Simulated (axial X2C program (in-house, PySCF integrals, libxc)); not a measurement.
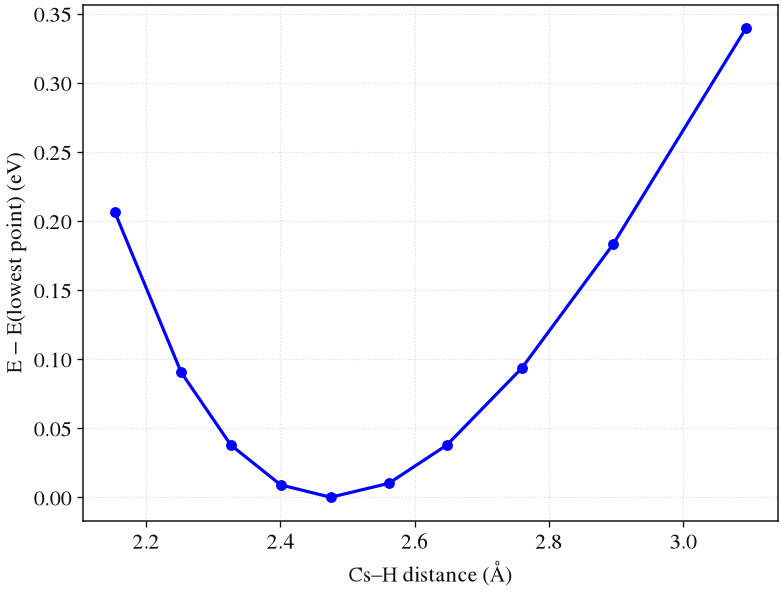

**Figure 1.** Energy at 10 bond lengths, for one set of occupations held fixed; the line joins the points. A polynomial of degree 6 through 9 points gives rₑ = 2.476 Å, ωₑ = 896.6 cm⁻¹, ωₑxₑ = 12 cm⁻¹ and Bₑ = 2.749 cm⁻¹. The minimum lies 1.77 eV below Cs + H, each computed as one determinant at the same level.

# Run report: CsH, relativistic diatomic calculation

System: CsH, single determinant with M_S = 0 and |Λ| = 0.
Method: PBE0, spin-free X2C-1e, Cs dyall-cv3z, H dyall-v3z (cores contracted) (axial X2C program (in-house, PySCF integrals, libxc)).

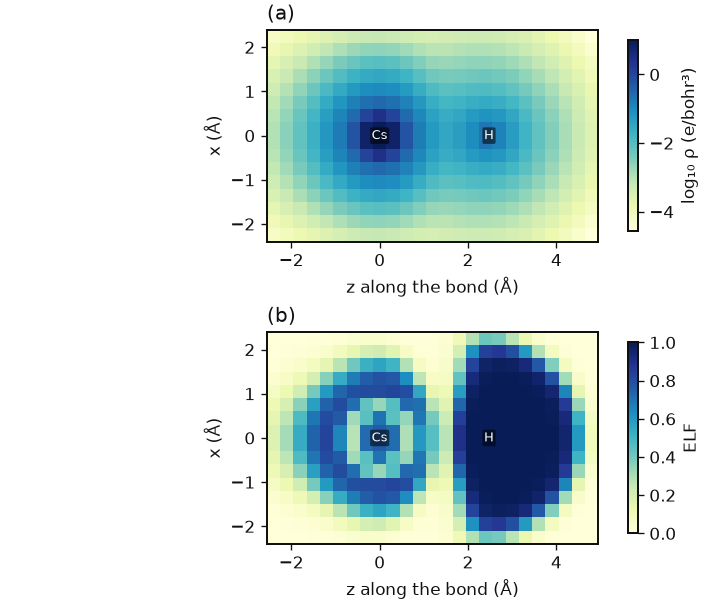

**Figure 2.** (a) electron density on a logarithmic scale; (b) electron localisation function, in a plane that holds the axis, at 2.48 Å, on points 0.3 Å apart (one half computed, the other mirrored); the structure near the nuclei is finer than these points.

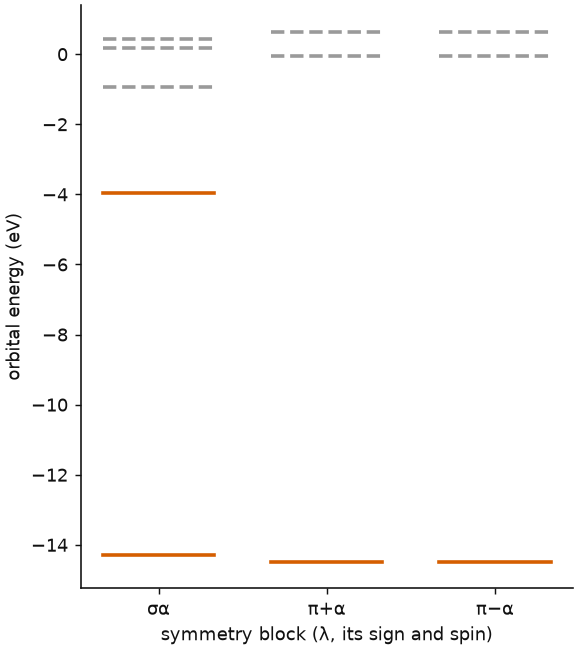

**Figure 3.** Orbital energies near the frontier at 2.48 Å, filled (solid) and empty (dashed); a label such as π−α means λ = −1 and α spin, and the β levels equal the α ones. The highest filled orbital (σα; 64 % H s, 16 % Cs s) lies at −3.95 eV, the lowest empty one (σα; 67 % Cs s, 27 % Cs p) at −0.94 eV.

These pictures come from the run below.

## Input file
```
{"zs": [55, 1], "q": 0, "bas": ["dyall-cv3z", "dyall-v3z"], "levels": ["PBE0", "HF", "PBE"], "cc": true, "r0": 2.64, "thr": -2.0, "nmax": 90, "npts": 10, "nst": 2, "ntry": 6}
```

The line is the task of a batch: nuclear charges, charge, bases, the levels to run, a first guess of the distance and further settings. This report covers PBE0 without spin-orbit coupling. The log is that of the reference distance 2.475 Å, started from orbitals converged before.

Launched within a batch (the task file carries these settings):
```bash
python <driver script> task.json out
```

## Log
```
spin-free X2C-1e  PBE0
basis functions 159  fitting functions 808  grid points 5067
iter        total energy     max residual
   1      -7786.390940767     3.00e-06
   2      -7786.390940767     2.46e-06
converged
one-electron -10669.49451579  Coulomb 3065.84410510  exact exchange -47.93958946  xc functional -146.56043420  nuclear repulsion 11.75949358
```

## The points of the curve

| R (Å) | E (hartree) | dipole (D; origin at the first atom, positive when the second is positive) | highest filled (eV) | lowest empty (eV) |
| --- | --- | --- | --- | --- |
| 2.153 | −7786.383341 | −6.25 | −4.03 | −0.76 |
| 2.252 | −7786.387615 | −6.76 | −4.02 | −0.82 |
| 2.326 | −7786.389554 | −7.12 | −4.00 | −0.86 |
| 2.401 | −7786.390612 | −7.47 | −3.98 | −0.90 |
| 2.475 | −7786.390941 | −7.82 | −3.95 | −0.94 |
| 2.562 | −7786.390571 | −8.20 | −3.91 | −0.99 |
| 2.648 | −7786.389550 | −8.57 | −3.87 | −1.04 |
| 2.760 | −7786.387510 | −9.04 | −3.82 | −1.10 |
| 2.896 | −7786.384213 | −9.58 | −3.75 | −1.17 |
| 3.094 | −7786.378462 | −10.34 | −3.65 | −1.28 |

## Key numbers

| quantity | value |
| --- | --- |
| outcome | converged |
| bond length rₑ | 2.476 Å |
| ωₑ | 896.6 cm⁻¹ |
| energy at the minimum | −7786.39094 hartree |
| depth below the fragments | 1.77 eV |
| hardware | 1 CPU thread, shared host |
| wall time | 1.6 s |
